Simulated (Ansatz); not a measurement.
## Electronic structure of As₇Ga₇H₂₀ (Ga7As7 zinc blende off sphere) in real space

Input file:

```
crystal:
  periodic: [false, false, false]
  atoms:
    - {symbol: Ga, position_ang: [0.769360, -3.769029, 0.767531]}
    - {symbol: Ga, position_ang: [-2.302763, 2.305667, -2.300606]}
    - {symbol: Ga, position_ang: [0.815538, -0.822640, -2.117006]}
    - {symbol: Ga, position_ang: [-2.119989, -0.820437, 0.821421]}
    - {symbol: Ga, position_ang: [0.772413, -0.773896, 3.766363]}
    - {symbol: Ga, position_ang: [0.820226, 2.113929, 0.822285]}
    - {symbol: Ga, position_ang: [3.766998, -0.770822, 0.767705]}
    - {symbol: As, position_ang: [-3.410811, 0.737025, -0.729014]}
    - {symbol: As, position_ang: [-0.623421, -2.125913, -0.618039]}
    - {symbol: As, position_ang: [2.044066, -2.045974, 2.040489]}
    - {symbol: As, position_ang: [-0.733538, 0.735026, -3.409126]}
    - {symbol: As, position_ang: [-0.728645, 3.410345, -0.732118]}
    - {symbol: As, position_ang: [2.121734, 0.616492, -0.620273]}
    - {symbol: As, position_ang: [-0.619488, 0.615913, 2.126016]}
    - {symbol: H, position_ang: [1.687863, -4.492368, -0.296109]}
    - {symbol: H, position_ang: [-0.288288, -4.496635, 1.689462]}
    - {symbol: H, position_ang: [-3.210323, 3.214483, -3.207477]}
    - {symbol: H, position_ang: [1.611353, -1.619986, -3.217791]}
    - {symbol: H, position_ang: [-3.222004, -1.615699, 1.617632]}
    - {symbol: H, position_ang: [-0.286569, -1.694935, 4.493153]}
    - {symbol: H, position_ang: [1.693187, 0.287196, 4.490519]}
    - {symbol: H, position_ang: [1.618931, 3.212500, 1.619802]}
    - {symbol: H, position_ang: [4.494050, -1.689754, -0.292896]}
    - {symbol: H, position_ang: [4.490254, 0.290816, 1.688539]}
    - {symbol: H, position_ang: [-4.430018, -0.036559, -1.562298]}
    - {symbol: H, position_ang: [-4.419006, 1.575996, 0.052806]}
    - {symbol: H, position_ang: [-1.557436, -2.896872, -1.551044]}
    - {symbol: H, position_ang: [2.927860, -2.930185, 2.922697]}
    - {symbol: H, position_ang: [-1.567147, -0.036508, -4.429652]}
    - {symbol: H, position_ang: [0.049809, 1.574300, -4.415921]}
    - {symbol: H, position_ang: [0.055446, 4.415849, -1.572233]}
    - {symbol: H, position_ang: [-1.559041, 4.432270, 0.041031]}
    - {symbol: H, position_ang: [2.890652, 1.550800, -1.554702]}
    - {symbol: H, position_ang: [-1.551230, 1.549626, 2.898864]}
basis:
  gaussian: {orbitals: def2-TZVP, fitting: {mean_field: def2-universal-jkfit}, initial_orbitals: start.molden}
hamiltonian: {xc: pbe0, dispersion: d4}
scf: {omitted_lower_state_checks: [starts]}
output: {orbitals: {seedname: orbitals}}
```

Run with:

```sh
ansatz run in.yaml --threads 4 --pin off --events-out ev --progress --plain --max-ram 63488MiB --backend cuda --devices 0, --max-vram 37GiB
```

Geometry: PBE-D4/def2-SVP.

Theory: Ansatz, RKS PBE0-D4/def2-TZVP.

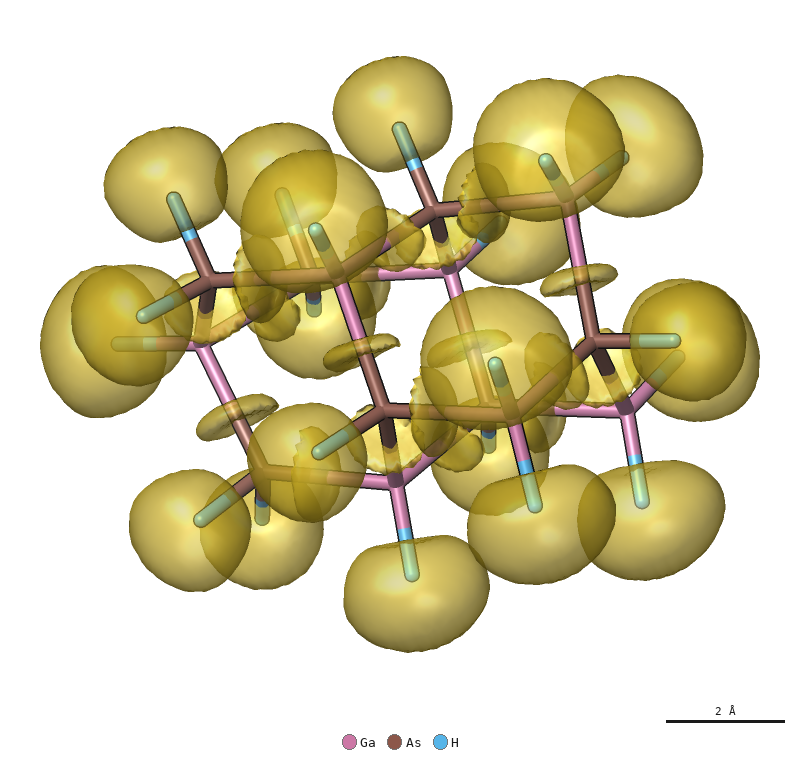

Figure 1. Isosurface of the electron localisation function at 0.75 (yellow), seen at a tilt. Core shells and regions of very low density are left out.

Q: Describe the localisation domains.

A: The surface consists of 18 regions between bonded As–Ga atoms (shared pairs) and 20 regions around hydrogen nuclei. Profiles from the grid: Ga–As (2.45 Å): the ELF peaks at about 0.85 between the atoms; a shared electron pair. As–H (1.53 Å): the ELF climbs to about 1 towards the hydrogen, as it does in any bond to H.

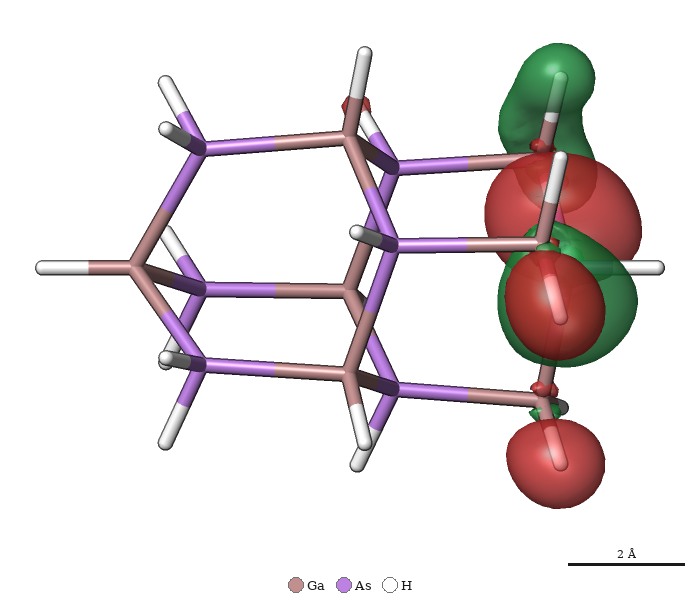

Figure 2. The HOMO at ±0.1 Å⁻³ᐟ² (green and red are the two phases), seen from one side.

Q: Where does this orbital lie, and at what energy?

A: By Hirshfeld shares it lies mainly on As10 (about 40 %), Ga1 (about 20 %), Ga7 (about 10 %) and Ga5 (about 10 %). It is one of a degenerate set, so its orientation is arbitrary. Its energy is −6.83 eV.

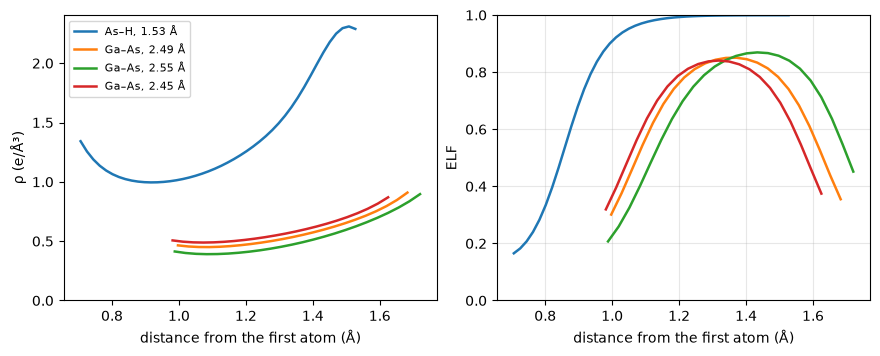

Figure 3. Total electron density and ELF along straight lines between neighbouring atoms. The curves leave out the atomic cores.

Q: What can be read from the curves?

A: As–H (1.53 Å): ρ is about 1.1 e/Å³ halfway; the ELF climbs to about 1 towards the hydrogen.
Ga–As (2.49 Å): ρ is about 0.49 e/Å³ halfway; the ELF peaks at about 0.85 between the atoms; localised, covalent bonding.
Ga–As (2.55 Å): the density is about 0.44 e/Å³ at the midpoint, with its minimum of 0.39 e/Å³ about 1.1 Å from Ga; the ELF peaks at about 0.85 between the atoms; a shared electron pair.
Ga–As (2.45 Å): ρ is about 0.52 e/Å³ halfway; the ELF peaks at about 0.85 between the atoms: a shared electron pair.
